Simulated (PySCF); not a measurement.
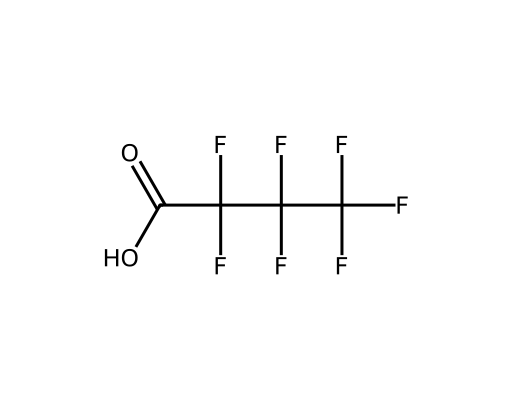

Write the SMILES.

Answer. O=C(O)C(F)(F)C(F)(F)C(F)(F)F

Give the formula, hydrogens included.

Answer. C4HF7O2.

An optimisation with PBE0-D3(BJ)/def2-SVP gave a structure of which point group?

Answer. C1. Other conformers may differ.

The parts below concern this one geometry. Atoms keep their numbers from picture to picture. Computed geometry: PBE0-D3(BJ)/def2-SVP optimisation. No frequency run is at hand to confirm it as a minimum.

## Shape

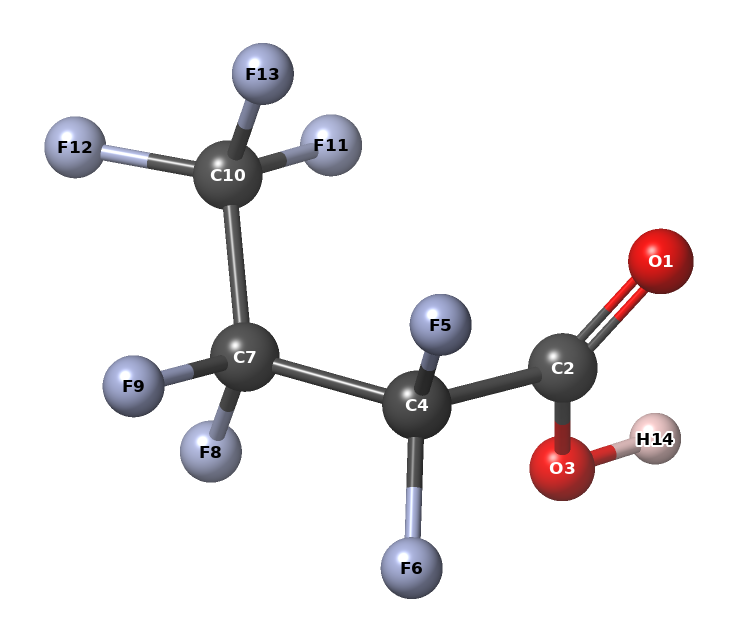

The atoms are numbered. No frequency run is at hand to confirm it as a minimum.

Give the bond lengths.

```csv
bond,length (Å),order
O1–C2,1.194,double
C2–O3,1.324,single
C2–C4,1.542,single
O3–H14,0.971,single
C4–F5,1.332,single
C4–F6,1.343,single
C4–C7,1.550,single
C7–F8,1.337,single
C7–F9,1.337,single
C7–C10,1.544,single
C10–F11,1.333,single
C10–F12,1.321,single
C10–F13,1.321,single
```

## NMR shielding

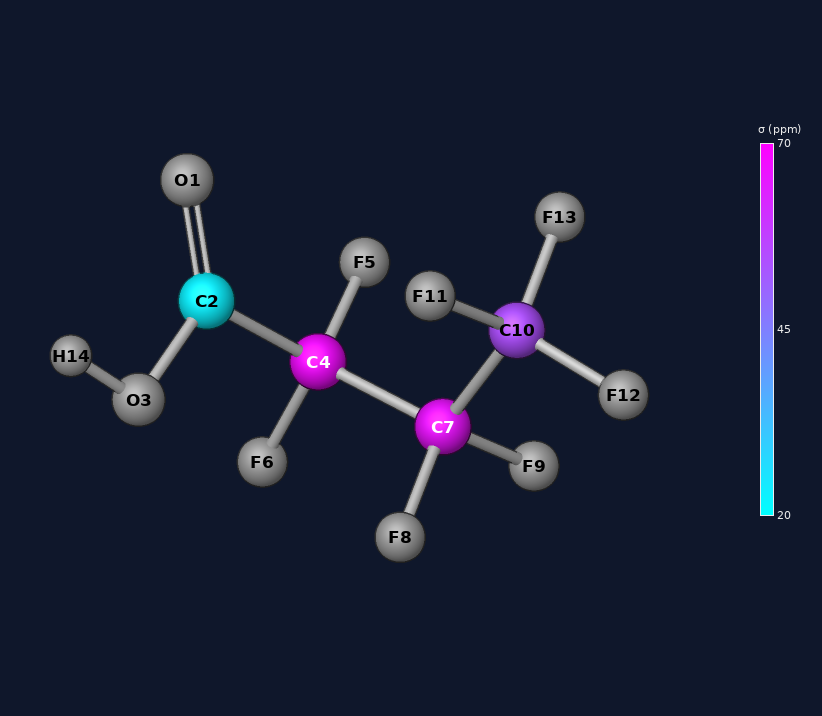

Atoms are coloured by their isotropic NMR shieldings (C only, the others grey). No frequency run is at hand to confirm it as a minimum. Method: GIAO KT2/pcSseg-2 NMR shielding, non-relativistic, gas phase (PySCF 2.14.0).

Which C atom is the most shielded (lowest chemical shift)?

Answer. C4 (67.5 ppm).

Which C atom is the least shielded (highest chemical shift)?

Answer. C2 (22.9 ppm).

How wide is the range of C shifts?

Answer. 44.6 ppm.

List the isotropic NMR shieldings of the C atoms.

```tsv
atom	σ (ppm)
C2	22.9
C4	67.5
C7	66.0
C10	54.2
```

## Quadrupole coupling

No frequency run is at hand to confirm it as a minimum. Electric field gradients from the ground-state density, PBE0/pcSseg-1 (PySCF 2.14.0), non-relativistic apart from any core potentials.

Give the largest field-gradient component, the quadrupole coupling constant and the asymmetry for 17O at O1 (Q = −25.6 mb), 17O at O3 (Q = −25.6 mb), 2H at H14 (Q = 2.86 mb).

| atom | V_zz (a.u.) | e²qQ/h (MHz) | η |
| --- | --- | --- | --- |
| O1 | −1.638 | 9.85 | 0.29 |
| O3 | 1.564 | −9.41 | 0.48 |
| H14 | 0.428 | 0.288 | 0.10 |

## Dipole moment

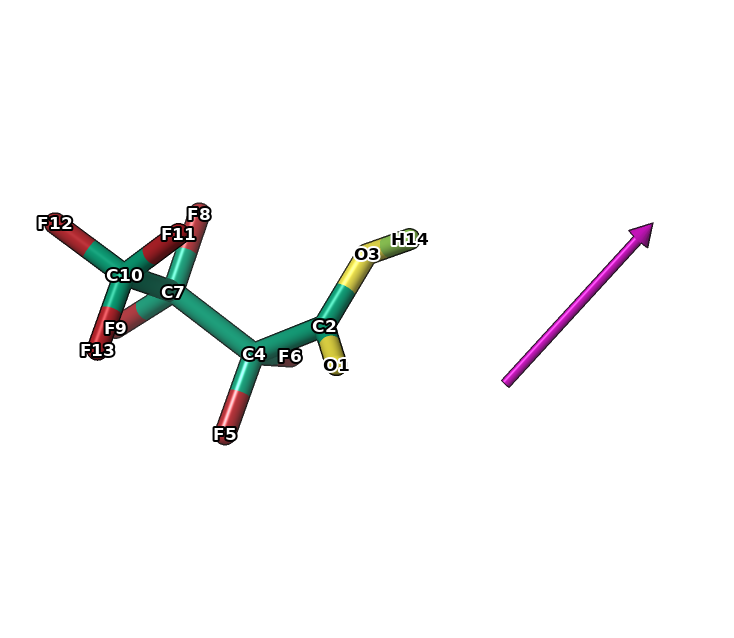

The arrow beside the molecule shows the direction of the dipole moment, from the negative to the positive end (its length means nothing). No frequency run is at hand to confirm it as a minimum. Properties computed with KT2/pcSseg-2, gas phase (PySCF 2.14.0).

How large is the dipole moment?

Answer. 2.12 D; it points from the side of F13 to the side of H14 (the outermost atoms at the two ends).
